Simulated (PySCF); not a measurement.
**[ReO3(OH)2]−: other spin states, a change of charge and excitations**

Aim: at the relaxed geometry of [ReO3(OH)2]−, try other spin states, a change of charge and excitations. The structure is generated, not taken from experiment.

Method: PBE, Re def2-SVP with ECP60, O def2-SVP, H def2-SVP; scalar-relativistic core potentials, no spin–orbit coupling; program: PySCF 2.14.0.

2 further runs of the same task are left out: 1 for a known fault of the program, 1 that didn't finish.

### Step 1. Starting geometry

8 atoms, charge -1, spin multiplicity 1.

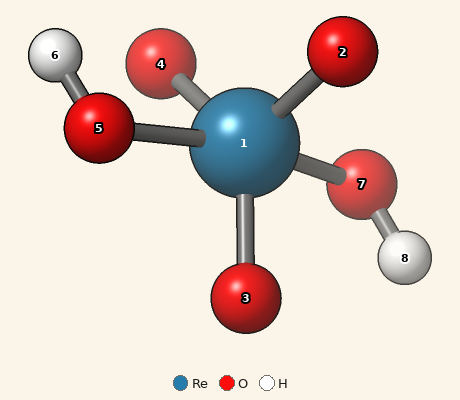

The structure; rhenium blue, oxygen red, hydrogen white; atoms are numbered from 1 in the order of the file.

Geometry (Å):

```xyz
8

Re    0.0036   -0.0120    0.0778
O    -0.8424   -0.0461    1.6058
O    -1.0319   -0.2060   -1.3334
O     1.7449    0.2115    0.2177
O    -0.1429    1.9540   -0.2421
H     0.6232    2.3680    0.1992
O     0.3854   -1.9695   -0.0399
H    -0.3805   -2.3722   -0.4916
```

Formal oxidation states: Re +7. An earlier session relaxed this geometry at PBE, Re def2-SVP with ECP60, O def2-SVP, H def2-SVP (singlet, point group C1).

Its energy there is -455.225944 Eh.

### Step 2. Multiplicity 3 at the relaxed geometry

File run.py (the lines that set the calculation):

```python
mol = gto.M(atom='''
Re     0.00360    -0.01205     0.07781
O     -0.84235    -0.04605     1.60580
O     -1.03192    -0.20602    -1.33344
O      1.74487     0.21147     0.21765
O     -0.14295     1.95401    -0.24214
H      0.62318     2.36801     0.19917
O      0.38538    -1.96954    -0.03995
H     -0.38051    -2.37218    -0.49156''',
    basis={'Re': 'def2-SVP', 'O': 'def2-SVP', 'H': 'def2-SVP'},
    ecp={'Re': 'def2-SVP'},
    charge=-1, spin=2)
mf = dft.UKS(mol, xc='PBE')
mf.grids.atom_grid = (50, 194)
mf = mf.density_fit()  # fitting sets: Re def2-universal-JKFIT, O def2-universal-JKFIT, H def2-universal-JKFIT
mf.conv_tol = 1e-08; mf.max_cycle = 55
mf.kernel(dm0)  # dm0: free metal ions and neutral atoms
```

Command:

```sh
$ OMP_NUM_THREADS=2 python run.py
```

The log of the run:

```text
init E= -472.761739543489
cycle= 1 E= -451.804053009984  delta_E=   21  |g|= 2.86  |ddm|= 3.97
cycle= 2 E= -445.721442340804  delta_E= 6.08  |g|=  4.4  |ddm|= 5.47
cycle= 3 E= -454.520507739054  delta_E= -8.8  |g|= 1.08  |ddm|= 3.96
cycle= 4 E= -453.455075883441  delta_E= 1.07  |g|= 1.92  |ddm|= 2.48
cycle= 5 E= -454.534719492968  delta_E= -1.08  |g|= 1.05  |ddm|=  2.1
cycle= 6 E= -454.652553539651  delta_E= -0.118  |g|= 0.976  |ddm|= 1.95
cycle= 7 E= -454.852151139751  delta_E= -0.2  |g|= 0.712  |ddm|= 1.49
cycle= 8 E= -455.004790159584  delta_E= -0.153  |g|= 0.458  |ddm|= 1.76
cycle= 9 E= -455.101986997921  delta_E= -0.0972  |g|= 0.142  |ddm|= 0.862
cycle= 10 E= -455.102274862217  delta_E= -0.000288  |g|= 0.141  |ddm|= 0.277
cycle= 11 E= -455.107884898972  delta_E= -0.00561  |g|= 0.0954  |ddm|= 0.24
cycle= 12 E= -455.11154838593  delta_E= -0.00366  |g|= 0.0357  |ddm|= 0.0879
cycle= 13 E= -455.111894314913  delta_E= -0.000346  |g|= 0.0254  |ddm|= 0.0413
cycle= 14 E= -455.11216243192  delta_E= -0.000268  |g|= 0.00832  |ddm|= 0.0308
cycle= 15 E= -455.112189977224  delta_E= -2.75e-05  |g|= 0.00273  |ddm|= 0.00816
cycle= 16 E= -455.112192906813  delta_E= -2.93e-06  |g|= 0.00115  |ddm|= 0.00377
cycle= 17 E= -455.112193578253  delta_E= -6.71e-07  |g|= 0.000504  |ddm|= 0.0019
cycle= 18 E= -455.112193730289  delta_E= -1.52e-07  |g|= 0.000137  |ddm|= 0.00115
cycle= 19 E= -455.112193740661  delta_E= -1.04e-08  |g|= 7.57e-05  |ddm|= 0.000423
cycle= 20 E= -455.112193743923  delta_E= -3.26e-09  |g|= 2.77e-05  |ddm|= 0.00019
Extra cycle  E= -455.112193734657  delta_E= 9.27e-09  |g|= 0.000145  |ddm|= 0.000191
converged SCF energy = -455.112193734657  <S^2> = 2.0076286  2S+1 = 3.0050814
```

Wall time 7.9 s (2 threads of Arm Neoverse V1, shared host).

Read off: E = -455.112194 Eh (+3.095 eV from the relaxed state), HOMO 1.76 eV, LUMO -1.13 eV (over both spins), ⟨S²⟩ = 2.008, Mulliken charge on Re1 +0.69 e. The highest filled level lies above zero; it isn't the detachment energy. An empty level of one spin lies below a filled level of the other.

### Step 3. One electron removed, multiplicity 2

Changes to run.py (the lines that set the calculation) since step 2:

```diff
@@ -11,3 +11,3 @@
     ecp={'Re': 'def2-SVP'},
-    charge=-1, spin=2)
+    charge=0, spin=1)
 mf = dft.UKS(mol, xc='PBE')
@@ -16,2 +16,2 @@
 mf.conv_tol = 1e-08; mf.max_cycle = 55
-mf.kernel(dm0)  # dm0: free metal ions and neutral atoms
+mf.kernel(dm0)  # dm0: the density of the relaxed state
```

Command:

```sh
$ OMP_NUM_THREADS=2 python run.py
```

The log of the run:

```text
init E= -455.228655914914
  HOMO = -0.0594869787011  LUMO = -0.0529226636227  gap/eV = 0.17862
cycle= 1 E= -455.023676915852  delta_E= 0.205  |g|= 0.258  |ddm|= 0.692
  HOMO = -0.335662665165  LUMO = -0.331926843869  gap/eV = 0.10166
cycle= 2 E= -454.817126174374  delta_E= 0.207  |g|= 0.705  |ddm|= 1.12
  HOMO = -0.308106931049  LUMO = -0.303169558753  gap/eV = 0.13435
cycle= 3 E= -454.96559864609  delta_E= -0.148  |g|= 0.44  |ddm|= 1.07
  HOMO = -0.301659044014  LUMO = -0.291211481189  gap/eV = 0.28429
cycle= 4 E= -454.985901769197  delta_E= -0.0203  |g|= 0.364  |ddm|= 0.647
  HOMO = -0.30150410452  LUMO = -0.289331954412  gap/eV = 0.33122
cycle= 5 E= -455.000966818145  delta_E= -0.0151  |g|= 0.315  |ddm|= 0.761
  HOMO = -0.299204446528  LUMO = -0.290776285566  gap/eV = 0.22934
cycle= 6 E= -455.051968723716  delta_E= -0.051  |g|= 0.0781  |ddm|= 0.447
  HOMO = -0.294770925082  LUMO = -0.287153862435  gap/eV = 0.20727
cycle= 7 E= -455.045469003494  delta_E= 0.0065  |g|= 0.148  |ddm|= 0.211
  HOMO = -0.295012186063  LUMO = -0.286935640453  gap/eV = 0.21977
cycle= 8 E= -455.05360967455  delta_E= -0.00814  |g|= 0.0558  |ddm|= 0.155
  HOMO = -0.29524801032  LUMO = -0.286693416132  gap/eV = 0.23278
cycle= 9 E= -455.054578747261  delta_E= -0.000969  |g|= 0.0314  |ddm|= 0.0693
  HOMO = -0.295609735467  LUMO = -0.286398826641  gap/eV = 0.25064
cycle= 10 E= -455.05498935035  delta_E= -0.000411  |g|= 0.00714  |ddm|= 0.0217
  HOMO = -0.29554677685  LUMO = -0.286057747969  gap/eV = 0.25821
...
  HOMO = -0.295551982145  LUMO = -0.185917642529  gap/eV = 2.98330
cycle= 17 E= -455.055021297982  delta_E= -4.98e-08  |g|= 9.64e-05  |ddm|= 0.000507
  HOMO = -0.295551114909  LUMO = -0.185916787095  gap/eV = 2.98330
cycle= 18 E= -455.055021335561  delta_E= -3.76e-08  |g|= 8.32e-05  |ddm|= 0.000419
  HOMO = -0.295557354661  LUMO = -0.185918404323  gap/eV = 2.98343
cycle= 19 E= -455.05502135905  delta_E= -2.35e-08  |g|= 0.000129  |ddm|= 0.000407
  HOMO = -0.295557933632  LUMO = -0.185919017858  gap/eV = 2.98343
cycle= 20 E= -455.055021381093  delta_E= -2.2e-08  |g|= 0.000107  |ddm|= 0.000316
  HOMO = -0.295556320482  LUMO = -0.185916505594  gap/eV = 2.98345
cycle= 21 E= -455.055021395591  delta_E= -1.45e-08  |g|= 0.000109  |ddm|= 0.000279
  HOMO = -0.2955568839  LUMO = -0.18591711418  gap/eV = 2.98345
cycle= 22 E= -455.055021407947  delta_E= -1.24e-08  |g|= 9.03e-05  |ddm|= 0.000233
  HOMO = -0.295555761182  LUMO = -0.185915535245  gap/eV = 2.98346
cycle= 23 E= -455.055021415389  delta_E= -7.44e-09  |g|= 9.12e-05  |ddm|= 0.0002
  HOMO = -0.295552960014  LUMO = -0.285919614293  gap/eV = 0.26214
Extra cycle  E= -455.055020886651  delta_E= 5.29e-07  |g|= 0.00105  |ddm|= 0.00186
SCF not converged.
  HOMO = -0.295604157255  LUMO = -0.285905656284  gap/eV = 0.26391
macro= 0  E= -455.055021437502  delta_E= -5.50851e-07  |g|= 7.05613e-05  2 KF 6 JK
macro= 1  E= -455.055021437501  delta_E= 5.68434e-13  |g|= 3.5708e-05  1 KF 2 JK
macro X = 2  E=-455.055021437501  |g|= 3.5708e-05  total 4 KF 11 JK
converged SCF energy = -455.055021437501  <S^2> = 0.76091013  2S+1 = 2.0108805
```

Run time: 36 s. Hardware: 2 threads of Arm Neoverse V1, shared host.

Read off: E = -455.055021 Eh (+4.651 eV from the relaxed state), HOMO -8.04 eV, LUMO -7.78 eV (over both spins), ⟨S²⟩ = 0.761, Mulliken charge on Re1 +0.98 e. 

### Step 4. Singlet excitations, Tamm-Dancoff PBE0

Changes to run.py (the lines that set the calculation) since step 3:

```diff
@@ -11,4 +11,4 @@
     ecp={'Re': 'def2-SVP'},
-    charge=0, spin=1)
-mf = dft.UKS(mol, xc='PBE')
+    charge=-1, spin=0)
+mf = dft.RKS(mol, xc='PBE0')
 mf.grids.atom_grid = (50, 194)
```

Command:

```sh
$ OMP_NUM_THREADS=2 python run.py
```

The log of the run:

```text
init E= -455.091402529769
  HOMO = -0.115857464474381  LUMO = 0.0963531568062974  gap/eV = 5.77455
cycle= 1 E= -455.08824146602  delta_E= 0.00316  |g|= 0.224  |ddm|= 0.342
  HOMO = -0.115160687254248  LUMO = 0.05102532915969  gap/eV = 4.52215
cycle= 2 E= -454.995168526667  delta_E= 0.0931  |g|= 0.735  |ddm|= 0.664
  HOMO = -0.117429283288484  LUMO = 0.0763239253793551  gap/eV = 5.27229
cycle= 3 E= -455.097827172861  delta_E= -0.103  |g|= 0.0521  |ddm|= 0.499
  HOMO = -0.117004475330311  LUMO = 0.0808769992827897  gap/eV = 5.38463
cycle= 4 E= -455.098377199336  delta_E= -0.00055  |g|= 0.0113  |ddm|= 0.048
  HOMO = -0.115725142048069  LUMO = 0.082020296342493  gap/eV = 5.38093
cycle= 5 E= -455.098396900024  delta_E= -1.97e-05  |g|= 0.00503  |ddm|= 0.0108
  HOMO = -0.11587083310455  LUMO = 0.0818181127002216  gap/eV = 5.37939
cycle= 6 E= -455.098398102302  delta_E= -1.2e-06  |g|= 0.00447  |ddm|= 0.00649
  HOMO = -0.115934874330582  LUMO = 0.0818144890890547  gap/eV = 5.38103
cycle= 7 E= -455.098402240133  delta_E= -4.14e-06  |g|= 0.000279  |ddm|= 0.00325
  HOMO = -0.115927913305378  LUMO = 0.0818071114829566  gap/eV = 5.38064
cycle= 8 E= -455.098402258679  delta_E= -1.85e-08  |g|= 7.49e-05  |ddm|= 0.000306
  HOMO = -0.115927238859452  LUMO = 0.0818036530127785  gap/eV = 5.38053
cycle= 9 E= -455.098402257688  delta_E= 9.92e-10  |g|= 0.000111  |ddm|= 0.000134
  HOMO = -0.115927087164742  LUMO = 0.0818030071456304  gap/eV = 5.38051
cycle= 10 E= -455.098402260226  delta_E= -2.54e-09  |g|= 1.28e-05  |ddm|= 8.36e-05
  HOMO = -0.115927097716201  LUMO = 0.0818042701846876  gap/eV = 5.38054
Extra cycle  E= -455.098402259985  delta_E= 2.41e-10  |g|= 3.7e-05  |ddm|= 3.6e-05
converged SCF energy = -455.098402259985
```

Wall time 38 s (2 threads of Arm Neoverse V1, shared host).

It gives: E = -455.098402 Eh, HOMO -3.15 eV, LUMO 2.23 eV, Mulliken charge on Re1 +1.05 e. 

Singlet excitations:

| state | energy (eV) | oscillator strength |
| --- | --- | --- |
| 1 | 3.89 | 0.0000 |
| 2 | 3.97 | 0.0001 |
| 3 | 4.02 | 0.0055 |
| 4 | 4.30 | 0.0003 |
| 5 | 4.41 | 0.0057 |
| 6 | 4.43 | 0.0004 |
| 7 | 4.54 | 0.0241 |
| 8 | 4.65 | 0.0199 |

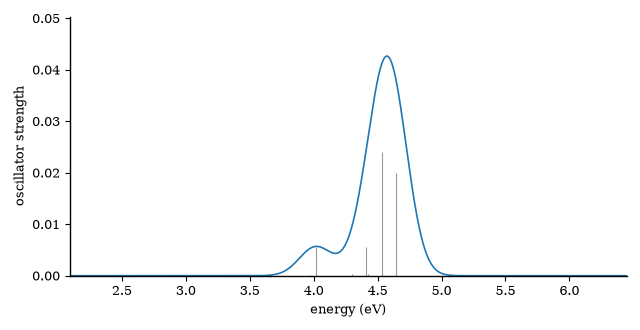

Absorption from the eight lowest singlets. Lines are broadened to a width of 0.30 eV (Gaussian).

### Step 5. Results

| state | energy from the relaxed state (eV) | ⟨S²⟩ | time |
| --- | --- | --- | --- |
| charge -1, singlet, vacuum (relaxed) | 0 | 0.00 |  |
| charge -1, triplet, vacuum | 3.10 | 2.01 | 7.9 s |
| charge 0, doublet, vacuum | 4.65 | 0.76 | 36 s |

An electron taken off or put on is at rest in vacuum. 

In the excitation run (PBE0), the lowest singlet lies at 3.89 eV (gaps between orbitals at other levels can't be set against it), and the brightest of the eight at 4.54 eV (f = 0.024); spin–orbit coupling would mix in triplets. Removing an electron vertically costs 4.65 eV (doublet), against −HOMO = 1.53 eV. The triplet lies 3.10 eV above at this geometry. The bases are small and lack diffuse functions. Spin–orbit coupling is left out.
